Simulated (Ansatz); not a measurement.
# Resistivity from frozen vibrations: Mg(0001) with 2 thermally displaced layers, 2x2

How much do lattice vibrations at 500 K scatter the electrons of Mg? Layers with random displacements are laid between perfect leads, and the resistance is followed against their length.

Program: Ansatz 0.2.0. Level of theory: Ansatz plane-wave DFT, PBE, PAW files; ballistic transport by layer matching (Landauer), zero bias; PAW set soft_1. Results are calculated unless marked as measured.

## Step 1: Starting point

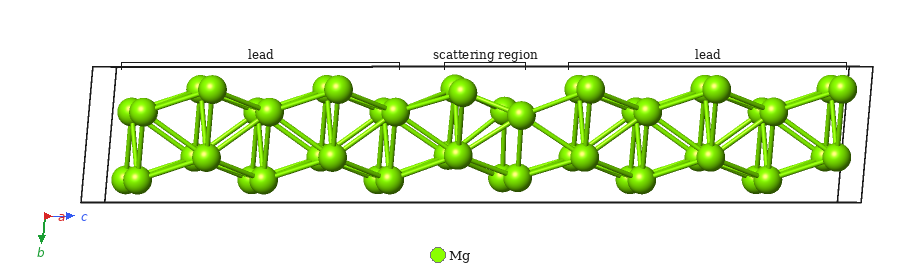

The starting structure, seen from the side, with the c axis across the page (magnesium green).

The cell holds 48 atoms: 48 Mg. Its edges and angles: a = 6.419 Å, b = 6.419 Å, c = 31.262 Å, α = 90.0°, β = 90.0°, γ = 120.0°. It derives from Mg. Regions: lead, 40 atoms (40 Mg); scattering region, 8 atoms (8 Mg). The structure is stacked along c, and the current runs across the ab planes.

## Step 2: With 2 displaced layers

Each atom of 2 layers is moved at random, by amounts drawn from a normal law 0.138 Å wide in each direction from the Debye model (400 K) at 500 K. The layers about the cell's end stay perfect and serve as the lead. Disorder leaves little or no symmetry, which makes such runs dear. Energies from -0.05 to 0.05 eV in steps of 0.05 eV are too few for the program's thermal sum, so it prints no conductance; for a metal the transmission near the Fermi level serves, at a fraction of the cost.

The input, input.yaml:

```yaml
crystal:
  lattice:
    - [6.41854, 0.0, 0.0]
    - [-3.20927, 5.5586186952, 0.0]
    - [0.0, 0.0, 31.26198]
  atoms:
    - { symbol: Mg, position: [0.1666666667, 0.3333333333, 0.0416666667] }
    - { symbol: Mg, position: [0.1666666667, 0.8333333333, 0.0416666667] }
    - { symbol: Mg, position: [0.6666666667, 0.3333333333, 0.0416666667] }
    - { symbol: Mg, position: [0.6666666667, 0.8333333333, 0.0416666667] }
    - { symbol: Mg, position: [0.3333333333, 0.1666666667, 0.125] }
    - { symbol: Mg, position: [0.3333333333, 0.6666666667, 0.125] }
    - { symbol: Mg, position: [0.8333333333, 0.1666666667, 0.125] }
    - { symbol: Mg, position: [0.8333333333, 0.6666666667, 0.125] }
    - { symbol: Mg, position: [0.1666666667, 0.3333333333, 0.2083333333] }
    - { symbol: Mg, position: [0.1666666667, 0.8333333333, 0.2083333333] }
    - { symbol: Mg, position: [0.6666666667, 0.3333333333, 0.2083333333] }
    - { symbol: Mg, position: [0.6666666667, 0.8333333333, 0.2083333333] }
    - { symbol: Mg, position: [0.3333333333, 0.1666666667, 0.2916666667] }
    - { symbol: Mg, position: [0.3333333333, 0.6666666667, 0.2916666667] }
    - { symbol: Mg, position: [0.8333333333, 0.1666666667, 0.2916666667] }
    - { symbol: Mg, position: [0.8333333333, 0.6666666667, 0.2916666667] }
    - { symbol: Mg, position: [0.1666666667, 0.3333333333, 0.375] }
    - { symbol: Mg, position: [0.1666666667, 0.8333333333, 0.375] }
    - { symbol: Mg, position: [0.6666666667, 0.3333333333, 0.375] }
    - { symbol: Mg, position: [0.6666666667, 0.8333333333, 0.375] }
    - { symbol: Mg, position: [0.3343966505, 0.1633872109, 0.4611601657] }
    - { symbol: Mg, position: [0.3289396569, 0.6533688669, 0.4599294177] }
    - { symbol: Mg, position: [0.873123202, 0.1901776113, 0.4552270385] }
    - { symbol: Mg, position: [0.7983920465, 0.6511941021, 0.4585157466] }
    - { symbol: Mg, position: [0.1139656538, 0.3279019089, 0.5361672025] }
    - { symbol: Mg, position: [0.1441683028, 0.8198222996, 0.5402705144] }
    - { symbol: Mg, position: [0.6884562266, 0.3592133532, 0.5410993133] }
    - { symbol: Mg, position: [0.6877873405, 0.8168201146, 0.5432182359] }
    - { symbol: Mg, position: [0.3333333333, 0.1666666667, 0.625] }
    - { symbol: Mg, position: [0.3333333333, 0.6666666667, 0.625] }
    - { symbol: Mg, position: [0.8333333333, 0.1666666667, 0.625] }
    - { symbol: Mg, position: [0.8333333333, 0.6666666667, 0.625] }
    - { symbol: Mg, position: [0.1666666667, 0.3333333333, 0.7083333333] }
    - { symbol: Mg, position: [0.1666666667, 0.8333333333, 0.7083333333] }
    - { symbol: Mg, position: [0.6666666667, 0.3333333333, 0.7083333333] }
    - { symbol: Mg, position: [0.6666666667, 0.8333333333, 0.7083333333] }
    - { symbol: Mg, position: [0.3333333333, 0.1666666667, 0.7916666667] }
    - { symbol: Mg, position: [0.3333333333, 0.6666666667, 0.7916666667] }
    - { symbol: Mg, position: [0.8333333333, 0.1666666667, 0.7916666667] }
    - { symbol: Mg, position: [0.8333333333, 0.6666666667, 0.7916666667] }
    - { symbol: Mg, position: [0.1666666667, 0.3333333333, 0.875] }
    - { symbol: Mg, position: [0.1666666667, 0.8333333333, 0.875] }
    - { symbol: Mg, position: [0.6666666667, 0.3333333333, 0.875] }
    - { symbol: Mg, position: [0.6666666667, 0.8333333333, 0.875] }
    - { symbol: Mg, position: [0.3333333333, 0.1666666667, 0.9583333333] }
    - { symbol: Mg, position: [0.3333333333, 0.6666666667, 0.9583333333] }
    - { symbol: Mg, position: [0.8333333333, 0.1666666667, 0.9583333333] }
    - { symbol: Mg, position: [0.8333333333, 0.6666666667, 0.9583333333] }
kpoints:
  mp_grid: { grid: [4, 4, 1] }
hamiltonian:
  xc: pbe
  pseudopotentials: { kind: paw, azcp: { folder: soft_1 } }
scf:
  occupations: { method: fermi_dirac, width: 0.1 }
output:
  transmission: { leads: [[0, 8]], kmesh: [8, 8], e_range: [-0.05, 0.05], de: 0.05 }
  write_potential: true
  write_density: true
  volumetric_format: npy
  elf: true
```

Started as:

```console
> ansatz run input.yaml --threads 4 --pin off --max-ram 15360MiB --backend cpu --events-out ev --progress --plain --runs-dir out
```

Numbers of over 12 decimals in the logs are rounded to 6 here.

The program printed:

```text
Engine: ansatz 0.2.0, aarch64-unknown-linux-gnu
Pseudopotentials: kind: paw
Pseudopotential: Mg, paw, valence charge 10, recommended cutoff 420 eV (normal), soft_1/Mg.paw.azcp
Functional definition: PBE
  parameter kappa = 0.804
  parameter beta = 0.066725
  exchange = pbe_x(kappa = kappa, mu = beta*pi^2/3)
  correlation = pbe_c(beta = beta)
Crystal: 48 atoms, lattice volume = 1115.372 Å³
Basis set: ecut = 420 eV, 21885 PW (Γ)
Bands: 288, of which v1, the nominal top of the filled ones, is band 240 counted from 1 (239 counted from 0)
Symmetry: 1 space group operations
Space group: P1 (ITA 1), of the structure as read, at distance tolerance 1.0e-4 Å
k-points: 10 of 16 (time reversal used)
Non-local potential: Mg, projectors of the file, l = 0: 3, l = 1: 2, l = 2: 1
PAW form: soft (Blöchl's): semilocal exchange-correlation on the pseudo side does not see the compensation charge
PAW one-centre angular grid: Mg, 110 points (default); XC on 64 Gauss nodes
Initial density: superposition of atomic densities (chi_scale 0.1, normalization cell)
Initial wavefunctions: pseudopotential atomic-orbital guess
Functional: x = pbe(κ = 0.804, μ = 0.219515), c = pbe(β = 0.066725)
SCF iter   1: F=—  HF=-92343.165716 eV  |F-HF|=—  |Δ(HF+E_count)|=         —  Δρ=1.33e-2  dr2=2.84e0  ethr=3.10e-3  ⟨swp⟩=11.2  Hψ=13418  notcnv=0  defer=6
preconditioner: auto → Kerker (q_TF=auto, 2.371 Å⁻¹)  [metal: Δε(μ)=0.085 eV  Ē_g=4.832 eV  σ=0.100 eV  W_gap=0.20  n_scr=268 (ndim 8)  ℏωp=10.9 eV  f_vac=0.000  D(μ)=14.09/eV (n_scr^D=68)]
SCF iter   2: F=—  HF=-92343.118391 eV  |F-HF|=—  |Δ(HF+E_count)|=   4.73e-2  Δρ=9.57e-3  dr2=1.49e0  ethr=5.92e-4  ⟨swp⟩=1.4  Hψ=3330  notcnv=0  defer=13
SCF iter   3: F=—  HF=-92342.839529 eV  |F-HF|=—  |Δ(HF+E_count)|=   2.79e-1  Δρ=1.76e-3  dr2=3.58e-2  ethr=3.11e-4  ⟨swp⟩=2.0  Hψ=3119  notcnv=0  defer=13
SCF iter   4: F=—  HF=-92342.837678 eV  |F-HF|=—  |Δ(HF+E_count)|=   1.85e-3  Δρ=1.74e-4  dr2=6.96e-4  ethr=7.47e-6  ⟨swp⟩=2.5  Hψ=4447  notcnv=0  defer=13
SCF iter   5: F=—  HF=-92342.837488 eV  |F-HF|=—  |Δ(HF+E_count)|=   1.90e-4  Δρ=6.32e-5  dr2=1.24e-4  ethr=1.45e-7  ⟨swp⟩=2.0  Hψ=5189  notcnv=0  defer=13
SCF iter   6: F=—  HF=-92342.837497 eV  |F-HF|=—  |Δ(HF+E_count)|=   9.07e-6  Δρ=1.98e-5  dr2=1.84e-5  ethr=2.58e-8  ⟨swp⟩=1.3  Hψ=2814  notcnv=0  defer=13
SCF iter   7: F=—  HF=-92342.837565 eV  |F-HF|=—  |Δ(HF+E_count)|=   6.81e-5  Δρ=3.34e-6  dr2=3.06e-7  ethr=3.84e-9  ⟨swp⟩=2.0  Hψ=3284  notcnv=0  defer=51
SCF iter   8: F=-92342.837565 eV  HF=-92342.837565 eV  |F-HF|=2.46e-8  |Δ(HF+E_count)|=   4.33e-8  Δρ=9.00e-7  dr2=2.68e-8  ethr=2.08e-11  ⟨swp⟩=10.0  Hψ=9002  notcnv=0
SCF 1 converged in 8 iterations: F = -92342.837565 eV  dr2 = 2.68e-8
  greatest PAW one-centre occupation: 1.000 electrons in one spin orbital (limit 2), on the Mg atom at site 24 (counted from 0), in its partial waves of l = 0
transmission: 161 of 1598 steps passed
transmission: 320 of 1598 steps passed
[...]
transmission: 1598 of 1598 steps passed
SCF converged after 8 iterations
Free energy (F): -92342.837565 eV
Harris-Foulkes:  -92342.837565 eV  (|F-HF|=2.46e-8)
Internal energy: -92342.364961 eV  (E = F + TS)
E sigma→0 (E₀):  -92342.601263 eV
Entropy (-TS):   -0.472604 eV (-9.846 meV/atom)
Fermi energy:    5.543078 eV
--- Per-component energies (eV) ---
  E_band       = -17230.294230
  E_kinetic    = 3315.056252
  E_local      = -82613.212912  (includes V_loc(G=0)·N_el)
  E_nonlocal   = 9384.317631
  E_hartree    = 28204.016128
  E_xc         = -1242.327461
  E_vxc        = -1602.337338  (∫ρ·V_xc dr)
  E_paw        = -14465.881517  (= ΣΔE_a)
  E_vpaw       = -2122.143064  (= ΣTr[D̂ρ^β])
  E_aug_tail   = -0.007069  (compensation charges beyond the density's cutoff)
  E_ewald      = -34924.326013
  E_smearing   = -0.472604  (= −TS)
  E_closure    = 0.000000  (closes the sum)
  Σ components = -92342.837565   (vs F -92342.837565, Δ=0.00e0)
--- Band table (eV; the first three rows and the last of 10) ---
  k-point 0: bands = [... 236 lower, 4.4185, 4.4250, 4.4413, 4.4463, 4.4667, 5.0402, 5.0486, 5.0593, ... 44 higher]
  k-point 1: bands = [... 236 lower, 4.9244, 4.9443, 4.9571, 4.9826, 5.5644, 5.5941, 5.6035, 5.6132, ... 44 higher]
  k-point 2: bands = [... 236 lower, 5.7142, 5.7232, 5.7574, 5.7689, 6.4805, 6.5293, 6.7534, 6.8202, ... 44 higher]
  k-point 9: bands = [... 236 lower, 5.7222, 5.7380, 5.7560, 5.7602, 6.4859, 6.5201, 6.7597, 6.8132, ... 44 higher]
--- Transmission ---
  basis      : 313 plane waves across, 47 finite elements along
  points     : 34, standing for a mesh of 8 x 8
  energies   : 3 from -0.050000 to 0.050000 eV about the Fermi level, 0.050000 eV apart; the leads are filled to 0.000000 eV, and channels, transmission and decay are at 0.000000 eV
  crystal 0  : Mg8, at the sites [0, 8], period 5.2103 Å, over 26.05 Å; its Hamiltonian steps by up to 7.8 meV
    offset         : up to 0.0000 Å between an atom of the period and one for which it stands
    channels       : 3.765625e0 a spin
    conductance    : none, the energies end too early or step too widely for 300 K: set another output.transmission.e_range or a lower de, or, where they end at an eighth of basis.ecutwfc, a higher one
  junction   : crystal 0 to crystal 0, 0.70 to 26.75 Å
    transmission   : 3.649875e0 a spin
    conductance    : none, the energies end too early or step too widely for 300 K: set another output.transmission.e_range or a lower de, or, where they end at an eighth of basis.ecutwfc, a higher one
```

Wall time 11 min (4 threads of Arm Neoverse V2, shared host); peak memory 6 GiB; 40 min of CPU time.

This step gave:

```
free energy                                    : -92342.8376 eV
energy at zero smearing                        : -92342.6013 eV
Fermi energy                                   : 5.543 eV
cell area                                      : 35.68 Å²
transmission per spin nearest the Fermi level  : 3.650
open channels per spin nearest the Fermi level : 3.766
step of the lead's potential                   : 7.8 meV
```

Per spin. Transmission, zone mean against energy, zero at the Fermi level:

```tsv
energy (eV)	transmission, zone mean
-0.0500	3.65
0.0000	3.65
0.0500	3.43
```

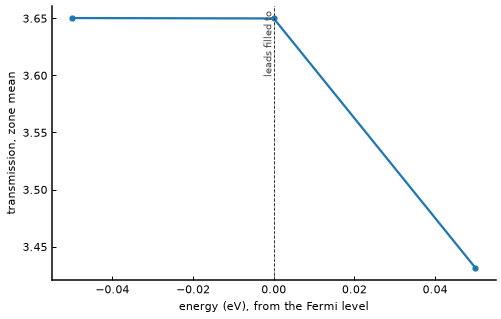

Transmission, zone mean against energy.

Per spin. The open channels, zone mean, lead by energy, zero at the Fermi level:

```tsv
energy (eV)	open channels, zone mean, lead
-0.0500	3.77
0.0000	3.77
0.0500	3.67
```

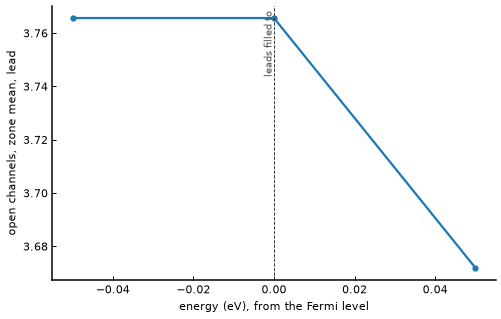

Open channels, zone mean, lead against energy.

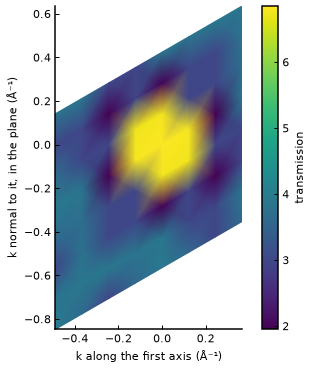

Transmission over k1 and k2. At 0.0000 eV from the Fermi level.

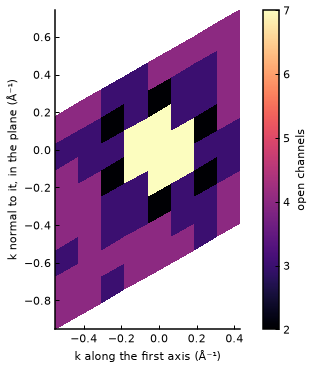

Open channels over k1 and k2. At 0.0000 eV from the Fermi level.

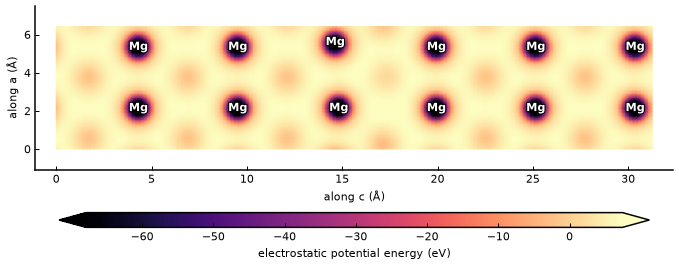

Electrostatic potential energy in the ca plane at fractional y = 0.163, with atoms of Mg within 0.2 Å of it. With pseudopotentials it is smooth inside the atoms' cores, unlike the true potential.

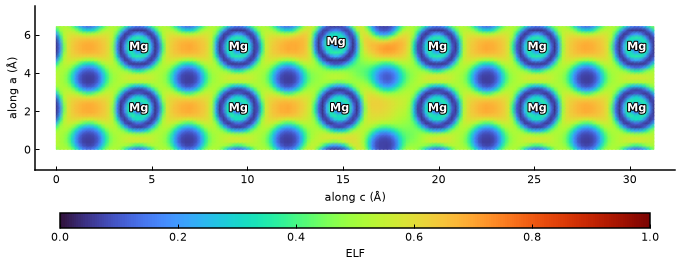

ELF in the ca plane at fractional y = 0.163, with atoms of Mg within 0.2 Å of it. It is the smooth field of the valence electrons, not physical close to the nuclei.

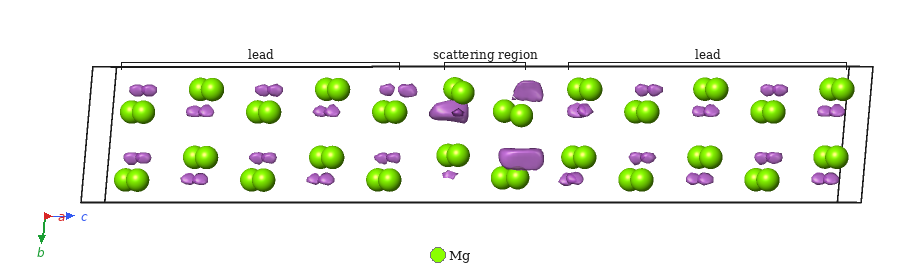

Surface of ELF = 0.68.

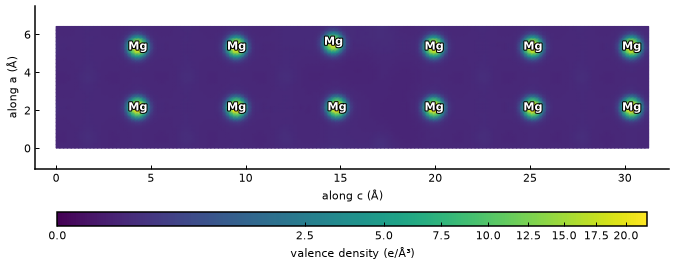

Valence density in the ca plane at fractional y = 0.163, with atoms of Mg within 0.2 Å of it. It is the smooth field of the valence electrons, not physical close to the nuclei. The colour scale is stretched toward low values.

Over the solved energies the transmission per spin lies between 3.43 and 3.65, out of 3.73 channels of the lead on average (up to 3.77).

(Continued in part 2 of 2.)

[Logs are printed without paths, hosts, clocks, repeated set-up lines and the standing remarks that a program may print on its own settings, such as how far it seeks lower states.]

[Hosts, paths, dates, database ids (printed as entryN), source tags and the programs' standing remarks are cut or masked in the printed files.]
